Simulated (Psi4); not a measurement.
# SiH2SCl (SMILES S[SiH]Cl) at UHF/3-21G

Aim: the vertical doublet–quartet gap of SiH2SCl at UHF/3-21G, from 2 runs. Input form: a Python script.

Program for the calculation: Psi4 1.11.

## Step 1: Starting point

SiH2SCl: 5 atoms, total charge 0, spin state doublet. As SMILES, `S[SiH]Cl`. The shape is that of a PBE0-D4/def2-TZVP optimisation. This is one conformer, not always the lowest.

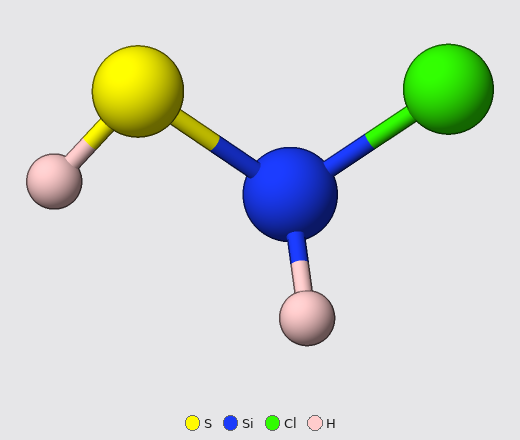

The structure, seen from a chosen angle (sulfur yellow, silicon blue, chlorine green, hydrogen pink).

## Step 2: The energy at UHF/3-21G

File clh2ssi.xyz:

```xyz
5
ClH2SSi
S     -1.489500     0.144700    -0.110400
Si     0.633500     0.085900    -0.296400
Cl     1.324100     1.826800     0.545500
H     -1.633000    -1.077000    -0.655900
H      1.214800    -1.053900     0.475800
```

File run.py:

```python
import psi4

psi4.set_memory(1600000000)
psi4.set_num_threads(1)
psi4.core.set_output_file('psi4.out', False)

with open('clh2ssi.xyz') as f:
    atoms = ''.join(f.readlines()[2:])
mol = psi4.geometry('0 2\n' + atoms + 'symmetry c1')

options = {'basis': '3-21G', 'reference': 'uhf', 'puream': True, 'e_convergence': 1e-09, 'd_convergence': 1e-08, 'scf_type': 'pk', 'maxiter': 200}
psi4.set_options(options)

E = psi4.energy("hf", molecule=mol)
print(f'hf energy: {E:.10f} Eh')
```

Command:

```bash
$ python run.py
```

psi4.out (excerpt; [...] marks lines left out):

```text
[...]
  Running in c1 symmetry.
[...]
  Nuclear repulsion =  182.303621320240268
[...]
  Multiplicity = 2
[...]
  Nalpha       = 25
  Nbeta        = 24
[...]
    Number of basis functions: 43
[...]
   @UHF iter   1: -1141.38185732176566   -2.09987e-01   5.13574e-03 DIIS/ADIIS
[...]
   @UHF iter  14: -1141.42718513087470   -1.36424e-12   6.41087e-09 DIIS
[...]
   @S^2 Observed:                7.538762902E-01
[...]
    Orbital Energies [Eh]
    ---------------------
    Alpha Occupied:
       1A   -104.111732     2A    -91.336912     3A    -68.388591
       4A    -10.507950     5A     -8.939756     6A     -7.971478
       7A     -7.967693     8A     -7.966746     9A     -6.614664
      10A     -6.612860    11A     -6.609410    12A     -6.203076
      13A     -4.301454    14A     -4.296002    15A     -4.293942
      16A     -1.130790    17A     -1.024144    18A     -0.734341
      19A     -0.592556    20A     -0.543970    21A     -0.516097
      22A     -0.496976    23A     -0.463345    24A     -0.429033
      25A     -0.349004
    Alpha Virtual:
[...]
  @UHF Final Energy: -1141.42718513087470
   => Energetics <=
    Nuclear Repulsion Energy =            182.3036213202402678
    One-Electron Energy =               -1943.2311467592264762
    Two-Electron Energy =                 619.5003403081116176
    Total Energy =                      -1141.4271851308747046
  UHF NO Occupations:
  HONO-2 :   23  A 1.9996083
  HONO-1 :   24  A 1.9988535
[...]
 Multipole Moments:
 ------------------------------------------------------------------------------------
     Multipole            Electronic (a.u.)      Nuclear  (a.u.)        Total (a.u.)
 ------------------------------------------------------------------------------------
 L = 1.  Multiply by 2.5417464519 to convert [e a0] to [Debye]
 Dipole X            :          2.0083324           -1.7958123            0.2125201
 Dipole Y            :          3.0677162           -4.3791194           -1.3114033
 Dipole Z            :          0.0584995           -0.7511002           -0.6926007
 Magnitude           :                                                    1.4982120
[...]
```

The script printed:

```text
hf energy: -1141.4271851309 Eh
```

Run time: 1.7 s. Hardware: 1 thread of Intel Xeon at 2.60GHz (Ice Lake), shared host; peak memory 0.18 GiB.

## Step 3: The quartet: energy and gradient at UHF/3-21G

clh2ssi.xyz is that of step 2.

File run.py:

```python
import psi4

psi4.set_memory(1600000000)
psi4.set_num_threads(1)
psi4.set_output_file('psi4.out', False)

with open('clh2ssi.xyz') as f:
    atoms = ''.join(f.readlines()[2:])
m = psi4.geometry('0 4\n' + atoms + 'symmetry c1\nno_reorient\nno_com')

options = {'basis': '3-21G', 'reference': 'uhf', 'puream': True, 'e_convergence': 1e-09, 'd_convergence': 1e-08, 'scf_type': 'pk', 'maxiter': 200}
psi4.set_options(options)

energy_value = psi4.gradient("hf", molecule=m)
print('gradient / Eh bohr^-1')
print(energy_value.np.round(6))
```

Command:

```bash
$ python run.py
```

psi4.out (excerpt; [...] marks lines left out):

```text
[...]
  Running in c1 symmetry.
[...]
  Nuclear repulsion =  182.303621320240268
[...]
  Multiplicity = 4
[...]
  Nalpha       = 26
  Nbeta        = 23
[...]
    Number of basis functions: 43
[...]
   @UHF iter   1: -1141.12311355524002    4.87569e-02   5.41883e-03 ADIIS/DIIS
[...]
   @UHF iter  24: -1141.19905585623906   -8.41283e-12   9.16362e-09 DIIS
[...]
   @S^2 Observed:                3.762358761E+00
[...]
  @UHF Final Energy: -1141.19905585623906
   => Energetics <=
    Nuclear Repulsion Energy =            182.3036213202402678
    One-Electron Energy =               -1942.9376159808430202
    Two-Electron Energy =                 619.4349388043635827
    Total Energy =                      -1141.1990558562390561
  UHF NO Occupations:
  HONO-2 :   24  A 1.0000000
  HONO-1 :   25  A 1.0000000
[...]
 Multipole Moments:
 ------------------------------------------------------------------------------------
     Multipole            Electronic (a.u.)      Nuclear  (a.u.)        Total (a.u.)
 ------------------------------------------------------------------------------------
 L = 1.  Multiply by 2.5417464519 to convert [e a0] to [Debye]
 Dipole X            :        -15.3572940           13.4709127           -1.8863813
 Dipole Y            :        -62.5259652           61.3074398           -1.2185253
 Dipole Z            :         -6.6403174            6.0044158           -0.6359016
 Magnitude           :                                                    2.3340114
[...]
  -Total Gradient:
     Atom            X                  Y                   Z
    ------   -----------------  -----------------  -----------------
       1        0.182560100173    -0.017569745190    -0.018960721833
       2       -0.178354614168     0.072812009298     0.040814461277
       3       -0.004623593611    -0.050824297916    -0.025092587540
       4        0.005479258248    -0.000860001010     0.000218368873
       5       -0.005061150666    -0.003557965181     0.003020479223
[...]
```

Standard output:

```text
gradient / Eh bohr^-1
[[ 0.18256  -0.01757  -0.018961]
 [-0.178355  0.072812  0.040814]
 [-0.004624 -0.050824 -0.025093]
 [ 0.005479 -0.00086   0.000218]
 [-0.005061 -0.003558  0.00302 ]]
```

It took 2 s on 1 thread of Intel Xeon at 2.60GHz (Ice Lake), shared host; peak memory 0.18 GiB.

## Step 4: Results

Level: UHF/3-21G.

| quantity | value |
| --- | --- |
| doublet: total energy | -1141.42719 Eh |
| doublet: dipole moment | 3.81 D |
| doublet: HOMO energy (highest over α and β) | -9.50 eV |
| doublet: LUMO energy (lowest over α and β) | 0.03 eV |
| doublet: ⟨S²⟩ | 0.754 |
| quartet: total energy | -1141.19906 Eh |
| quartet: dipole moment | 5.93 D |
| quartet: HOMO energy (highest over α and β) | -4.18 eV |
| quartet: LUMO energy (lowest over α and β) | -2.58 eV |
| quartet: ⟨S²⟩ | 3.762 |
| quartet: largest force on an atom | 10.126 eV/Å |
| vertical energy of the quartet above the doublet | 6.208 eV |

**Reading.** At this shape the quartet lies 6.21 eV (599 kJ/mol) above the doublet.
